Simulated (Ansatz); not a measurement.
## Ga2O3, response to strain

Base system: Ga₂O₃ in the corundum structure (space group R-3c, No. 167; a = 5.000 Å, c = 13.449 Å (hexagonal axes)). Axes: x lies along a and z along c of the hexagonal cell.

Strains are applied to the cell and any free atomic positions relax.

Computed with Kohn–Sham DFT with the PBEsol functional, run in Ansatz (an electronic-structure program) with PAW and 420 eV plane waves, scalar-relativistic without spin-orbit coupling.

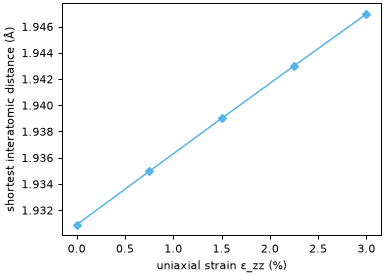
*Shortest interatomic distance against uniaxial strain ε_zz*

```
uniaxial strain ε_zz (%)  shortest interatomic distance
------------------------  -----------------------------
0.75                                            1.935 Å
1.5                                             1.939 Å
2.25                                            1.943 Å
3                                               1.947 Å
```

Whether these cells are dynamically stable was not tested.
